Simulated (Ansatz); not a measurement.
# InH2+ (triplet): the correlation ladder at distance In1–H2 = 1.966 Å, def2-TZVPP

Aim: climb from Hartree-Fock through coupled cluster and multireference methods for InH2+ (triplet) at one geometry and basis, and see what each rung misses.

Program: Ansatz 0.2.0, Gaussian basis. Level of theory: def2-TZVPP, core rule «outside noble gas», up to 9 orbitals frozen. These are calculated values, not measurements.

The runs, in order: UHF; CCSD(T) on ROHF; CCSD(T) on UHF; BCCD(T) on ROHF; CCSDT(Q) on ROHF; CCSDT(Q) on UHF; CASSCF and NEVPT2, 4 electrons in 4 orbitals; CASSCF and MRCISD+Q, 4 electrons in 6 orbitals; CASSCF and NEVPT2, 4 electrons in 6 orbitals; Full CI.

21 further runs of the same task are left out: 15 that didn't finish, 6 set aside as unsound or not needed.

## (1) The geometry

The geometry derives from a PBE0/def2-TZVP stationary point (not a proven minimum). One bond is set to the value named and the two fragments are kept rigid. No spin-orbit coupling is included. Elements past krypton take def2 core potentials.

3 atoms, charge 1, spin multiplicity 3.

Atoms are counted from 1 here; the program's logs count them from 0.

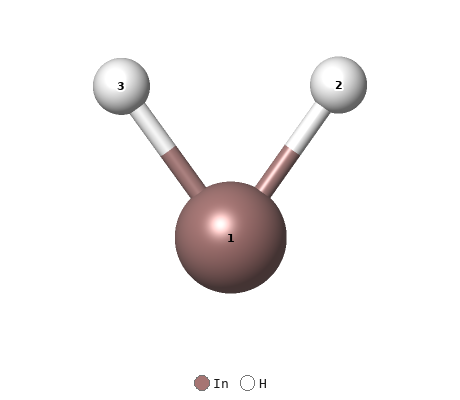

The geometry (indium brown, hydrogen white); atoms are numbered from 1 in the order of the file.

In the tables R marks a restricted open-shell determinant and U an unrestricted one; 'pair' is the active space of 4 electrons in 4 orbitals; 'valence' is the active space of 4 electrons in 6 orbitals; energies count from the table's Hartree-Fock row.

## (2) UHF

in.yaml reads:

```yaml
crystal:
  periodic: [false, false, false]
  atoms:
    - {symbol: In, position_ang: [0.000000, 0.000000, -0.027604]}
    - {symbol: H, position_ang: [0.000000, 1.143293, 1.572214]}
    - {symbol: H, position_ang: [0.000000, -1.143293, 1.572214]}
basis:
  gaussian: {orbitals: def2-TZVPP}
total_charge: 1
magnetization: {spin_polarized: true, initial_magnetization: 2}
hamiltonian: {xc: hf}
output: {orbitals: {seedname: orbitals}}
```

Started as:

```bash
> ansatz run in.yaml --threads 1 --pin off --events-out ev --progress --plain --max-ram 2393MiB
```

Log:

```text
Functional definition: HF
  name "HF"
  cite "Fock, Z. Phys. 61, 126 (1930) doi:10.1007/BF01340294"
  parent pbe
  exchange = exact_x
  correlation = 0
662 factors; their error is unknown
mean field evaluation 1: about -5169.6389 eV, gradient 8.5e0 eV
mean field evaluation 2: about -5170.2546 eV, gradient 4.2e0 eV
mean field evaluation 4: about -5170.4380 eV, gradient 4.4e-1 eV
mean field evaluation 8: about -5170.6528 eV, gradient 5.3e-1 eV
mean field evaluation 16: about -5170.6538 eV, gradient 8.2e-6 eV
mean field -5170.65378587 eV, -190.0180218358 hartree, gradient 8.2e-6 eV, S^2 2.068745; 0 other end points of the search recorded, 0 dependent functions left out
reference -5170.65378587 eV, -190.0180218358 hartree; 12, 10 occupied and 66, 68 virtual orbitals, 662 factors
Total energy: -5170.65378587 eV, -190.0180218358 hartree
```

Run time: 0.42 s. Hardware: 1 thread of Arm Neoverse V2, shared host.

From the report: ⟨S²⟩ of the determinant 2.069 (pure triplet: 2.00).

## (3) CCSD(T) on ROHF

Changes to in.yaml since step 2:

```diff
@@ -9,4 +9,4 @@
 total_charge: 1
-magnetization: {spin_polarized: true, initial_magnetization: 2}
-hamiltonian: {xc: hf}
-output: {orbitals: {seedname: orbitals}}
+magnetization: {spin_polarized: false, initial_magnetization: 2}
+correlation: {method: ccsd_t, electrons: outside_noble_gas}
+output: {forces: true}
```

The command is unchanged.

Log, cut to the lines that bear on the results:

```text
Functional definition: HF
  name "HF"
  cite "Fock, Z. Phys. 61, 126 (1930) doi:10.1007/BF01340294"
  parent pbe
[...]
631 factors; integrals over basis functions are off by at most 8.2e-4 eV
[...]
mean field -5170.20442530 eV, -190.0015081395 hartree, gradient 3.0e-6 eV, S^2 2.000000; 0 other end points of the search recorded, 0 dependent functions left out
[...]
9 core orbitals not correlated: weight in the atoms' cores, before any rotation towards them, 0.997 or more for the frozen orbitals, at most 0.003 for the correlated occupied ones
reference -5170.20442530 eV, -190.0015081395 hartree; 3, 1 occupied and 66, 68 virtual orbitals, 631 factors
second order -1.12388160 eV of doubles, -0.23165148 eV of singles
cycle   1  -1.59123256 eV  change   -2.3e-1 eV  update   5.5e-2
[...]
cycle  12  -1.74925073 eV  change    6.1e-8 eV  update   6.5e-7
perturbative correction -0.02876444 eV, -0.0010570738 hartree
[...]
Total energy: -5171.98244048 eV, -190.0668489922 hartree
Atom 0 at     0.000000     0.000000    -0.027604 Å, force    -0.000000    -0.000000    -0.120587 eV/Å
Atom 1 at     0.000000     1.143293     1.572214 Å, force    -0.000000    -0.033295     0.060293 eV/Å
Atom 2 at     0.000000    -1.143293     1.572214 Å, force     0.000000     0.033295     0.060293 eV/Å
Dipole moment:     0.000000     0.000000     0.105869 e Å
```

It took 8 s on 1 thread of Arm Neoverse V2, shared host; peak memory 0.41 GiB.

From the report: correlation -1.7780 eV; T1 0.050; largest double amplitude 0.09.

## (4) CCSD(T) on UHF

Changes to in.yaml since step 3:

```diff
@@ -9,3 +9,3 @@
 total_charge: 1
-magnetization: {spin_polarized: false, initial_magnetization: 2}
+magnetization: {spin_polarized: true, initial_magnetization: 2}
 correlation: {method: ccsd_t, electrons: outside_noble_gas}
```

Launched as before.

Log, cut to the lines that bear on the results:

```text
Functional definition: HF
  name "HF"
  cite "Fock, Z. Phys. 61, 126 (1930) doi:10.1007/BF01340294"
  parent pbe
[...]
631 factors; integrals over basis functions are off by at most 8.2e-4 eV
[...]
mean field -5170.65400257 eV, -190.0180297994 hartree, gradient 4.9e-6 eV, S^2 2.068745; 0 other end points of the search recorded, 0 dependent functions left out
9 core orbitals not correlated: weight in the atoms' cores, before any rotation towards them, 0.996 or more for the frozen orbitals, at most 0.003 for the correlated occupied ones
reference -5170.65400257 eV, -190.0180297994 hartree; 3, 1 occupied and 66, 68 virtual orbitals, 631 factors
second order -0.90279455 eV of doubles, -0.00000000 eV of singles
cycle   1  -1.11815156 eV  change   -2.2e-1 eV  update   5.5e-2
[...]
cycle  12  -1.32954259 eV  change    9.9e-7 eV  update   6.8e-7
perturbative correction -0.02250158 eV, -0.0008269180 hartree
[...]
Total energy: -5172.00604675 eV, -190.0677165063 hartree
Atom 0 at     0.000000     0.000000    -0.027604 Å, force     0.000000    -0.000000    -0.087179 eV/Å
Atom 1 at     0.000000     1.143293     1.572214 Å, force     0.000000    -0.044674     0.043589 eV/Å
Atom 2 at     0.000000    -1.143293     1.572214 Å, force    -0.000000     0.044674     0.043589 eV/Å
Dipole moment:    -0.000000     0.000000     0.106079 e Å
```

It took 8.5 s on 1 thread of Arm Neoverse V2, shared host; peak memory 0.41 GiB.

From the report: ⟨S²⟩ of the determinant 2.069 (pure triplet: 2.00); correlation -1.3520 eV; T1 0.031; largest double amplitude 0.09.

## (5) BCCD(T) on ROHF

Changes to in.yaml since step 4:

```diff
@@ -9,4 +9,3 @@
 total_charge: 1
-magnetization: {spin_polarized: true, initial_magnetization: 2}
-correlation: {method: ccsd_t, electrons: outside_noble_gas}
-output: {forces: true}
+magnetization: {spin_polarized: false, initial_magnetization: 2}
+correlation: {method: bccd_t, electrons: outside_noble_gas}
```

Launched as before.

Log, cut to the lines that bear on the results:

```text
Functional definition: HF
  name "HF"
  cite "Fock, Z. Phys. 61, 126 (1930) doi:10.1007/BF01340294"
  parent pbe
[...]
631 factors; integrals over basis functions are off by at most 8.2e-4 eV
[...]
mean field -5170.20442530 eV, -190.0015081395 hartree, gradient 3.0e-6 eV, S^2 2.000000; 0 other end points of the search recorded, 0 dependent functions left out
[...]
9 core orbitals not correlated: weight in the atoms' cores, before any rotation towards them, 0.997 or more for the frozen orbitals, at most 0.003 for the correlated occupied ones
reference -5170.20442530 eV, -190.0015081395 hartree; 3, 1 occupied and 66, 68 virtual orbitals, 631 factors
second order -1.12388160 eV of doubles, -0.23165148 eV of singles
cycle   1  -1.61366229 eV  change   -2.5e-1 eV  update   5.5e-2
[...]
cycle  10  -1.75017996 eV  change   -2.4e-7 eV  update   4.2e-6
perturbative correction -0.02713220 eV, -0.0009970898 hartree
Total energy: -5171.98173746 eV, -190.0668231564 hartree
```

Run time: 2.6 s. Hardware: 1 thread of Arm Neoverse V2, shared host; peak memory 0.32 GiB.

From the report: correlation -1.7773 eV; largest double amplitude 0.09.

## (6) CCSDT(Q) on ROHF

Changes to in.yaml since step 5:

```diff
@@ -10,2 +10,2 @@
 magnetization: {spin_polarized: false, initial_magnetization: 2}
-correlation: {method: bccd_t, electrons: outside_noble_gas}
+correlation: {method: ccsdt_q, electrons: outside_noble_gas}
```

The command is unchanged.

Log, cut to the lines that bear on the results:

```text
Functional definition: HF
  name "HF"
  cite "Fock, Z. Phys. 61, 126 (1930) doi:10.1007/BF01340294"
  parent pbe
[...]
1202 factors; integrals over basis functions are off by at most 1.5e-7 eV
[...]
mean field -5170.20443209 eV, -190.0015083888 hartree, gradient 2.2e-6 eV, S^2 2.000000; 0 other end points of the search recorded, 0 dependent functions left out
[...]
9 core orbitals not correlated: weight in the atoms' cores, before any rotation towards them, 0.997 or more for the frozen orbitals, at most 0.003 for the correlated occupied ones
reference -5170.20443209 eV, -190.0015083888 hartree; 3, 1 occupied and 66, 68 virtual orbitals, 1202 factors
second order -1.12388411 eV of doubles, -0.23165151 eV of singles
cycle   1  -1.59122869 eV  change   -2.3e-1 eV  update   5.6e-2
[...]
cycle  14  -1.78738143 eV  change    6.4e-8 eV  update   1.5e-7
perturbative correction -0.00031680 eV, -0.0000116422 hartree
Total energy: -5171.99213032 eV, -190.0672050870 hartree
```

It took 33 s on 1 thread of Arm Neoverse V2, shared host; peak memory 0.62 GiB.

From the report: correlation -1.7877 eV; T1 0.049; largest double amplitude 0.10.

## (7) CCSDT(Q) on UHF

Changes to in.yaml since step 6:

```diff
@@ -9,3 +9,3 @@
 total_charge: 1
-magnetization: {spin_polarized: false, initial_magnetization: 2}
+magnetization: {spin_polarized: true, initial_magnetization: 2}
 correlation: {method: ccsdt_q, electrons: outside_noble_gas}
```

The command is unchanged.

Log, cut to the lines that bear on the results:

```text
Functional definition: HF
  name "HF"
  cite "Fock, Z. Phys. 61, 126 (1930) doi:10.1007/BF01340294"
  parent pbe
[...]
1202 factors; integrals over basis functions are off by at most 1.5e-7 eV
[...]
mean field -5170.65400960 eV, -190.0180300576 hartree, gradient 4.5e-6 eV, S^2 2.068745; 0 other end points of the search recorded, 0 dependent functions left out
9 core orbitals not correlated: weight in the atoms' cores, before any rotation towards them, 0.996 or more for the frozen orbitals, at most 0.003 for the correlated occupied ones
reference -5170.65400960 eV, -190.0180300576 hartree; 3, 1 occupied and 66, 68 virtual orbitals, 1202 factors
second order -0.90279667 eV of doubles, -0.00000000 eV of singles
cycle   1  -1.11814764 eV  change   -2.2e-1 eV  update   5.7e-2
[...]
cycle  14  -1.36130893 eV  change    1.9e-7 eV  update   2.2e-7
perturbative correction -0.00024817 eV, -0.0000091199 hartree
Total energy: -5172.01556669 eV, -190.0680663578 hartree
```

Wall time 31 s (1 thread of Arm Neoverse V2, shared host); peak memory 0.61 GiB.

From the report: ⟨S²⟩ of the determinant 2.069 (pure triplet: 2.00); correlation -1.3616 eV; T1 0.031; largest double amplitude 0.10.

## (8) CASSCF and NEVPT2, 4 electrons in 4 orbitals

Changes to in.yaml since step 7:

```diff
@@ -9,3 +9,3 @@
 total_charge: 1
-magnetization: {spin_polarized: true, initial_magnetization: 2}
-correlation: {method: ccsdt_q, electrons: outside_noble_gas}
+magnetization: {spin_polarized: false, initial_magnetization: 2}
+correlation: {method: sc_nevpt2, electrons: outside_noble_gas, active_space: {window: {electrons: 4, orbitals: 4}}}
```

The command is unchanged.

Log:

```text
Functional definition: HF
  name "HF"
  cite "Fock, Z. Phys. 61, 126 (1930) doi:10.1007/BF01340294"
  parent pbe
  exchange = exact_x
  correlation = 0
631 factors; integrals over basis functions are off by at most 8.2e-4 eV
mean field evaluation 1: about -5169.7756 eV, gradient 9.2e0 eV
mean field evaluation 2: about -5169.7789 eV, gradient 9.2e0 eV
mean field evaluation 4: about -5170.1871 eV, gradient 7.1e-1 eV
mean field evaluation 8: about -5170.2023 eV, gradient 1.6e-1 eV
mean field evaluation 16: about -5170.2044 eV, gradient 3.0e-6 eV
mean field -5170.20442530 eV, -190.0015081395 hartree, gradient 3.0e-6 eV, S^2 2.000000; 0 other end points of the search recorded, 0 dependent functions left out
reference -5170.20442530 eV, -190.0015081395 hartree; 12, 10 occupied and 66, 68 virtual orbitals, 631 factors
state -5170.91842542 eV, -190.0277471600 hartree
state -5170.91842542 eV, -190.0277471600 hartree; corrected -5171.61060714 eV, -190.0531843686 hartree
Total energy: -5171.61060714 eV, -190.0531843686 hartree
```

Wall time 3 s (1 thread of Arm Neoverse V2, shared host).

From the report: 18 determinants; active occupations 1.96, 1.00, 1.00, 0.04.

## (9) CASSCF and MRCISD+Q, 4 electrons in 6 orbitals

Changes to in.yaml since step 8:

```diff
@@ -10,2 +10,2 @@
 magnetization: {spin_polarized: false, initial_magnetization: 2}
-correlation: {method: sc_nevpt2, electrons: outside_noble_gas, active_space: {window: {electrons: 4, orbitals: 4}}}
+correlation: {method: fic_mrcisd_q, electrons: outside_noble_gas, active_space: {window: {electrons: 4, orbitals: 6}, shells: [{species: H, l: s, shell: 1}, {species: In, l: s, shell: 5}, {species: In, l: p, shell: 5}]}}
```

Same command.

Log, cut to the lines that bear on the results:

```text
Functional definition: HF
  name "HF"
  cite "Fock, Z. Phys. 61, 126 (1930) doi:10.1007/BF01340294"
  parent pbe
[...]
1202 factors; integrals over basis functions are off by at most 1.5e-7 eV
[...]
mean field -5170.20443209 eV, -190.0015083888 hartree, gradient 2.2e-6 eV, S^2 2.000000; 0 other end points of the search recorded, 0 dependent functions left out
reference -5170.20443209 eV, -190.0015083888 hartree; 12, 10 occupied and 66, 68 virtual orbitals, 1202 factors
state -5171.38830418 eV, -190.0450148859 hartree
contracted CI cycle   1: correlation 0.00000000 eV, 0.0000000000 hartree, residual 5.80e0 eV
contracted CI cycle   2: correlation -0.56158953 eV, -0.0206380347 hartree, residual 1.42e0 eV
contracted CI cycle   3: correlation -0.58892161 eV, -0.0216424700 hartree, residual 3.00e-1 eV
contracted CI cycle   4: correlation -0.59026891 eV, -0.0216919822 hartree, residual 7.80e-2 eV
contracted CI cycle   5: correlation -0.59034514 eV, -0.0216947838 hartree, residual 1.72e-2 eV
contracted CI cycle   6: correlation -0.59034907 eV, -0.0216949283 hartree, residual 4.16e-3 eV
contracted CI cycle   7: correlation -0.59034928 eV, -0.0216949360 hartree, residual 8.91e-4 eV
state -5171.38830418 eV, -190.0450148859 hartree; corrected -5171.98794845 eV, -190.0670514060 hartree
Total energy: -5171.98794845 eV, -190.0670514060 hartree
Checks for a lower state left out: starts, orbital_swaps
```

It took 3.6 s on 1 thread of Arm Neoverse V2, shared host.

From the report: 60 determinants; active occupations 1.92, 1.01, 0.99, 0.03, 0.03, 0.02.

## (10) CASSCF and NEVPT2, 4 electrons in 6 orbitals

in.yaml reads:

```yaml
crystal:
  periodic: [false, false, false]
  atoms:
    - {symbol: In, position_ang: [0.000000, 0.000000, -0.027604]}
    - {symbol: H, position_ang: [0.000000, 1.143293, 1.572214]}
    - {symbol: H, position_ang: [0.000000, -1.143293, 1.572214]}
basis:
  gaussian: {orbitals: def2-TZVPP}
total_charge: 1
magnetization: {spin_polarized: false, initial_magnetization: 2}
correlation: {method: sc_nevpt2, electrons: outside_noble_gas, active_space: {window: {electrons: 4, orbitals: 6}, shells: [{species: H, l: s, shell: 1}, {species: In, l: s, shell: 5}, {species: In, l: p, shell: 5}]}}
```

Same command.

Log:

```text
Functional definition: HF
  name "HF"
  cite "Fock, Z. Phys. 61, 126 (1930) doi:10.1007/BF01340294"
  parent pbe
  exchange = exact_x
  correlation = 0
1202 factors; integrals over basis functions are off by at most 1.5e-7 eV
mean field evaluation 1: about -5169.7757 eV, gradient 9.2e0 eV
mean field evaluation 2: about -5169.7786 eV, gradient 9.2e0 eV
mean field evaluation 4: about -5170.1869 eV, gradient 7.1e-1 eV
mean field evaluation 8: about -5170.1992 eV, gradient 2.5e-1 eV
mean field evaluation 16: about -5170.2044 eV, gradient 2.2e-6 eV
mean field -5170.20443209 eV, -190.0015083888 hartree, gradient 2.2e-6 eV, S^2 2.000000; 0 other end points of the search recorded, 0 dependent functions left out
reference -5170.20443209 eV, -190.0015083888 hartree; 12, 10 occupied and 66, 68 virtual orbitals, 1202 factors
state -5171.38830418 eV, -190.0450148859 hartree
state -5171.38830418 eV, -190.0450148859 hartree; corrected -5171.82825502 eV, -190.0611827808 hartree
Total energy: -5171.82825502 eV, -190.0611827808 hartree
Checks for a lower state left out: starts, orbital_swaps
```

It took 2.5 s on 1 thread of Arm Neoverse V2, shared host.

From the report: 60 determinants; active occupations 1.92, 1.01, 0.99, 0.03, 0.03, 0.02.

## (11) Full CI

in.yaml reads:

```yaml
crystal:
  periodic: [false, false, false]
  atoms:
    - {symbol: In, position_ang: [0.000000, 0.000000, -0.027604]}
    - {symbol: H, position_ang: [0.000000, 1.143293, 1.572214]}
    - {symbol: H, position_ang: [0.000000, -1.143293, 1.572214]}
basis:
  gaussian: {orbitals: def2-TZVPP}
total_charge: 1
magnetization: {spin_polarized: false, initial_magnetization: 2}
correlation: {method: fci, electrons: outside_noble_gas}
```

Same command.

Log:

```text
Functional definition: HF
  name "HF"
  cite "Fock, Z. Phys. 61, 126 (1930) doi:10.1007/BF01340294"
  parent pbe
  exchange = exact_x
  correlation = 0
1202 factors; integrals over basis functions are off by at most 1.5e-7 eV
mean field evaluation 1: about -5169.7757 eV, gradient 9.2e0 eV
mean field evaluation 2: about -5169.7786 eV, gradient 9.2e0 eV
mean field evaluation 4: about -5170.1869 eV, gradient 7.1e-1 eV
mean field evaluation 8: about -5170.1992 eV, gradient 2.5e-1 eV
mean field evaluation 16: about -5170.2044 eV, gradient 2.2e-6 eV
mean field -5170.20443209 eV, -190.0015083888 hartree, gradient 2.2e-6 eV, S^2 2.000000; 0 other end points of the search recorded, 0 dependent functions left out
9 core orbitals not correlated: weight in the atoms' cores, before any rotation towards them, 0.999 or more for the frozen orbitals, at most 0.000 for the correlated occupied ones
reference -5170.20443209 eV, -190.0015083888 hartree; 3, 1 occupied and 66, 68 virtual orbitals, 1202 factors
state -5171.99103373 eV, -190.0671647880 hartree
Total energy: -5171.99103373 eV, -190.0671647880 hartree
```

It took 13 s on 1 thread of Arm Neoverse V2, shared host; peak memory 0.33 GiB.

From the report: 1,394,336 determinants, symmetry B2.

## (12) How many determinants matter

Natural occupations of the FCI state about the gap (report; correlated orbitals 1 to 10): 1.918, 1.000, 0.985, 0.030, 0.027, 0.017, 0.006, 0.003, 0.003, 0.003. The count of effectively unpaired electrons, Σ n²(2 − n)², is 2.03; a single determinant of this spin has 2.

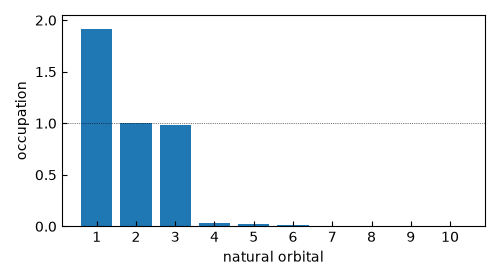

Natural occupations of the FCI state.

## (13) The ladder

The yardstick is full CI for this spin, exact in this basis with these frozen cores. Rows without a time come out of other runs: HF, MP2 and CCSD of CCSD(T), CCSDT of CCSDT(Q), CASSCF and MRCISD of the multireference runs. The times of RCCSD(T), UCCSD(T) include forces.

Differences are taken before rounding.

| method | energy from the lowest RHF (meV) | from FCI (meV) | time |
| --- | --- | --- | --- |
| RHF | 0.0 | +1786.6 |  |
| UHF | -449.6 | +1337.0 |  |
| RMP2 | -1355.5 | +431.1 |  |
| UMP2 | -1352.4 | +434.2 |  |
| RCCSD | -1749.3 | +37.4 |  |
| UCCSD | -1779.1 | +7.5 |  |
| RCCSD(T) | -1778.0 | +8.6 | 8 s |
| UCCSD(T) | -1801.6 | -15.0 | 8.5 s |
| BCCD(T) | -1777.3 | +9.3 | 2.6 s |
| RCCSDT | -1787.4 | -0.8 |  |
| UCCSDT | -1810.9 | -24.3 |  |
| RCCSDT(Q) | -1787.7 | -1.1 | 33 s |
| UCCSDT(Q) | -1811.1 | -24.5 | 31 s |
| CASSCF pair | -714.0 | +1072.6 |  |
| NEVPT2 pair | -1406.2 | +380.4 | 3 s |
| CASSCF valence | -1183.9 | +602.7 |  |
| NEVPT2 valence | -1623.8 | +162.8 | 2.5 s |
| MRCISD valence | -1774.2 | +12.4 |  |
| MRCISD+Q valence | -1783.5 | +3.1 | 3.6 s |
| FCI | -1786.6 | 0 | 13 s |

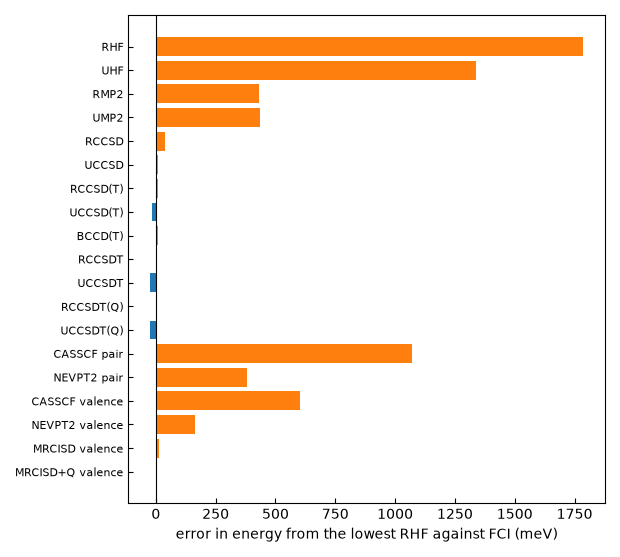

Error of each method against FCI.

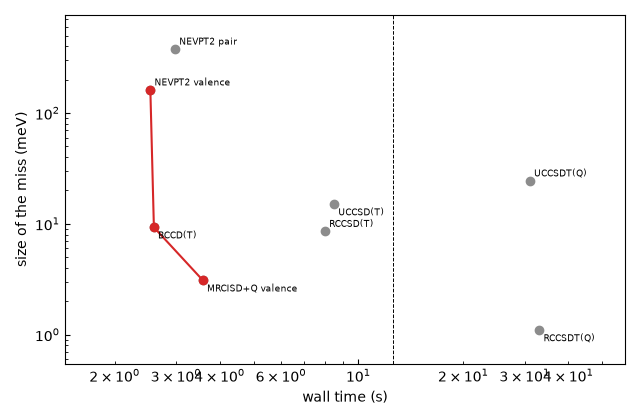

Miss against cost. Red marks the levels that no quicker level drawn beats (of those quicker than the yardstick), and the dashed line is the time of FCI. Times are from a shared host.

## (14) Results

| quantity | value |
| --- | --- |
| FCI below the RHF energy | -1.7866 eV |
| RMP2 from FCI | +431.1 meV |
| UMP2 from FCI | +434.2 meV |
| RCCSD from FCI | +37.4 meV |
| RCCSD(T) from FCI | +8.6 meV |
| UCCSD(T) from FCI | -15.0 meV |
| RCCSDT(Q) from FCI | -1.1 meV |
| UCCSDT(Q) from FCI | -24.5 meV |
| NEVPT2 pair from FCI | +380.4 meV |
| NEVPT2 valence from FCI | +162.8 meV |
| MRCISD+Q valence from FCI | +3.1 meV |
| levels within 1 kcal/mol (43 meV) | RCCSD, UCCSD, RCCSD(T), UCCSD(T), BCCD(T), RCCSDT, UCCSDT, RCCSDT(Q), UCCSDT(Q), MRCISD valence, MRCISD+Q valence |
| T1 diagnostic | 0.050 |
| effectively unpaired electrons | 2.03 |

In words: RCCSD(T) misses by +8.6 meV, 0.5 % of the correlation energy. CCSD(T) misses by +8.6 meV on the restricted determinant and by -15.0 meV on the unrestricted one; the two need not hold the same state or core. UCCSD(T), UCCSDT, UCCSDT(Q) fall below full CI: unrestricted runs freeze a spin-polarised core, another one than full CI's, and coupled cluster isn't variational. The occupations are near whole numbers, but T1 = 0.050 shows that the orbitals relax strongly. Of the multireference levels listed MRCISD+Q valence comes nearest in total energy (+3.1 meV), which doesn't show that its space is the better one. These misses are within one basis, not against nature; the frozen cores of restricted and unrestricted runs differ, which can shift their rows.

For cost: MRCISD+Q valence gets within 3.1 meV in 3.6 s, where FCI took 13 s; the quickest level in the cost chart, NEVPT2 valence, takes 2.5 s and misses by 162.8 meV.
